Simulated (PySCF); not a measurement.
Process, species as SMILES: P (PH3) + H+ → [PH4+]
B3LYP-D3(BJ)/def2-TZVP geometries, fixed; electronic energies without zero-point terms; positive where energy is released.

Basis-set convergence of the proton affinity at PBE with PySCF. All functions are spherical. Density fitting with generated auxiliary sets. In sets without p functions on hydrogen, species with hydrogen take exact integrals. No added dispersion term, no relativity. Functions are those of the species that has most. Reference: the value in def2-QZVPPD, 190.53 kcal/mol, itself unsure by roughly 0.08 kcal/mol (its mean distance from pcseg-3, def2-QZVPP, cc-pV(Q+d)Z). Deviations are taken from unrounded values. Cost is core time over that of def2-SVP, rough, on shared machines of one kind; a dash marks a row that isn't timed (too short, read off another run, short of memory, by another algorithm or on other hardware).

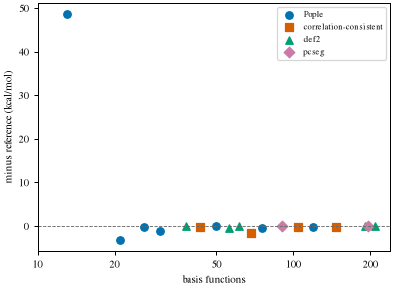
*Deviation from the reference against the number of basis functions, by family of sets.*

```
basis              functions  proton affinity (kcal/mol)  minus reference (kcal/mol)  cost
-----------------  ---------  --------------------------  --------------------------  ----
STO-3G                    13                      239.07                       48.54     -
3-21G                     21                      187.32                       -3.21     -
6-31G*                    26                      190.26                       -0.26     -
6-31+G*                   30                      189.42                       -1.11     -
def2-SVP                  38                      190.66                        0.13    1×
cc-pV(D+d)Z               43                      190.22                       -0.31    1×
6-311G**                  50                      190.48                       -0.05    1×
def2-SVPD                 56                      190.02                       -0.50    1×
def2-TZVP                 61                      190.46                       -0.07    1×
aug-cc-pV(D+d)Z           68                      188.96                       -1.56    1×
6-311++G(2d,2p)           75                      190.15                       -0.38    2×
pcseg-2                   90                      190.61                        0.08    2×
jun-cc-pV(T+d)Z          104                      190.25                       -0.28    2×
6-311++G(3df,3pd)        119                      190.39                       -0.14    3×
aug-cc-pV(T+d)Z          147                      190.26                       -0.27    3×
def2-QZVPP               190                      190.58                        0.05    5×
pcseg-3                  196                      190.60                        0.07    5×
def2-QZVPPD              208                      190.53                        0.00    5×
```
